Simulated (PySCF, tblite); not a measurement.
**C₂H₁₅NSi₄: geometry, infrared bands and NMR shifts**

What infrared bands and NMR shifts should C₂H₁₅NSi₄ (`CN[SiH2][Si](C)([SiH3])[SiH3]`) show?

Computed with tblite 0.8.0 and PySCF 2.14.0, with density-fitted response routines of our own, on a single molecule in the gas phase. Atoms are numbered from 0 throughout.

### Step 1. The starting structure

22 atoms, charge 0, multiplicity 1; geometry from: force field or distance geometry start.

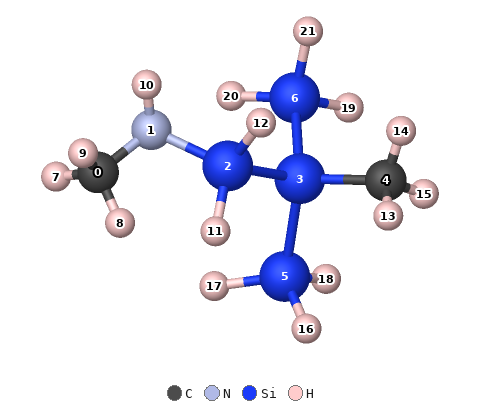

The starting geometry (carbon dark grey, nitrogen light blue, silicon blue, hydrogen pink), atoms numbered; sticks join atoms by distance.

### Step 2. Optimising the geometry with GFN2-xTB

What the job is given:

```
{"job": {"kind": "relax", "xc": "GFN2-xTB", "basis": "xTB"}, "charge": 0, "multiplicity": 1}
C      3.215000    -1.001600    -0.209100
N      2.129100    -0.784500     0.729600
Si     1.230900     0.633000     0.207100
Si    -0.961200     0.313800     0.020900
C     -1.809200     1.969000     0.215200
Si    -1.480300    -0.430200    -2.018800
Si    -1.782500    -1.094900     1.532500
H      3.409600    -2.051800    -0.424600
H      2.939800    -0.474900    -1.154600
H      4.106700    -0.478500     0.197800
H      2.596800    -0.535600     1.648900
H      1.752600     1.094800    -1.085300
H      1.412400     1.724800     1.199200
H     -1.314000     2.750900    -0.429800
H     -1.743400     2.348800     1.259000
H     -2.886200     1.917400    -0.008900
H     -1.252100     0.689400    -2.954600
H     -0.635600    -1.568500    -2.386200
H     -2.884400    -0.805200    -2.043400
H     -3.252700    -1.128500     1.399600
H     -1.260300    -2.442200     1.388400
H     -1.541400    -0.626000     2.916100
```

Run with:

```bash
$ OMP_NUM_THREADS=1 python probes_run.py task.json out
```

One launch serves the whole session: the jobs run in the order shown.

**Question.** This job is followed by: GFN2-xTB harmonic vibrations, gas phase; GIAO PBE0/pcSseg-1 NMR shielding, non-relativistic, gas phase. Predict these results of the whole session: strongest single infrared mode (GFN2-xTB); zero-point energy (GFN2-xTB); 13C shifts against TMS (PBE0/pcSseg-1); 1H shifts against TMS (PBE0/pcSseg-1, means over atoms taken as alike); 15N shifts against NH3 (PBE0/pcSseg-1); 29Si shifts against TMS (PBE0/pcSseg-1, means over atoms taken as alike).

The runs gave:

| quantity | value |
| --- | --- |
| strongest single infrared mode (GFN2-xTB) | 751 cm⁻¹, 1098 km/mol |
| zero-point energy (GFN2-xTB) | 96.9 kcal/mol |
| 13C shifts against TMS (PBE0/pcSseg-1) | 36.2, -7.6 ppm |
| 1H shifts against TMS (PBE0/pcSseg-1, means over atoms taken as alike) | 5.04, 3.56, 2.80, 0.20, -0.73 ppm |
| 15N shifts against NH3 (PBE0/pcSseg-1) | 14.6 ppm |
| 29Si shifts against TMS (PBE0/pcSseg-1, means over atoms taken as alike) | -40.3, -100.1, -109.7 ppm |

In words: Relaxing lowered the energy by 1.095 eV in 150 steps; the close pair that moved most is Si3–Si6, from 2.223 to 2.344 Å. All 60 modes are real, so the xTB geometry is a minimum. The strongest single mode, at 751 cm⁻¹, has its largest shares on H17, H18, H16 and H20 (the list is cut at 4 atoms). GFN2-xTB is a fitted tight-binding method: band positions and strengths are rough. Its intensities can rank the bands wrongly. The most deshielded carbon is C0 (methyl carbon bonded to N), at 36.2 ppm: pulled downfield by the heteroatom. At PBE0/pcSseg-1: The widest tensor belongs to Si2: span 129 ppm, with a paramagnetic part of -493 ppm.
